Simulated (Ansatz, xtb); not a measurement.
## A ladder of methods for CH7GaSn (SMILES [CH3][SnH2][GaH2])

CH7GaSn has 10 atoms, charge 0, and is taken as a singlet. As SMILES, `[CH3][SnH2][GaH2]`. Geometry: relaxed at PBE0-D4/def2-TZVP.

Quantity: the electronic atomisation energy, in eV. The values are calculated. Electronic energies at fixed atoms, without zero-point motion or spin-orbit coupling.

```csv
level,kind,program,value (eV),less CCSD(T)/def2-SVP,CPU time (all runs)
GFN1-xTB,semi-empirical,xtb,44.75,+17.70,under 2 s
HF/def2-SVP (core potential),Hartree–Fock,Ansatz,21.22,-5.83,5 s
SVWN5/def2-SVP (core potential),LDA,Ansatz,31.92,+4.87,9.4 s
BLYP/def2-SVP (core potential),GGA,Ansatz,27.40,+0.35,14 s
r2SCAN/def2-SVP (core potential),meta-GGA,Ansatz,28.39,+1.34,32 s
B3LYP/def2-SVP (core potential),global hybrid,Ansatz,27.93,+0.88,16 s
CAM-B3LYP/def2-SVP (core potential),range-separated hybrid,Ansatz,28.29,+1.24,17 s
MP2/def2-SVP (core potential),perturbation theory,Ansatz,26.74,-0.31,6.4 s
CCSD(T)/def2-SVP (core potential),coupled cluster or CI,Ansatz,27.05,0.00,60 s
```

CCSD(T)/def2-SVP (core potential) is the highest level here, not the true value. Correlated wave functions underbind in double-zeta sets. The values span 21.22 to 44.75 eV. GFN1-xTB: no spin polarisation, so open shells miss the exchange term that lowers them. In the correlated wave-function rows the outer d shell of Ga, Sn is correlated, in sets not made for it. In so small a basis fixed costs decide the times, and correlated methods can beat functionals. Times are those of the runs behind each value, whatever else they computed, on shared processors of several kinds: orders of magnitude only.

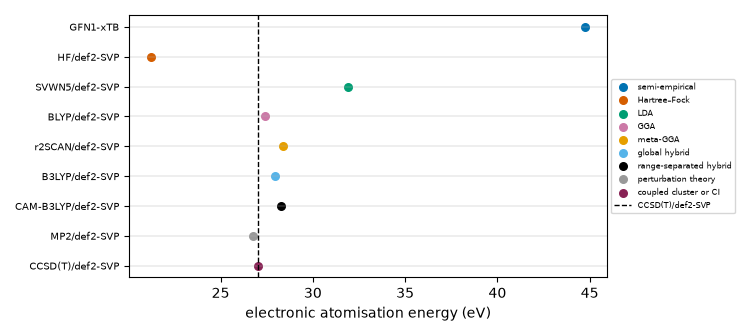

The values of the table, level by level.
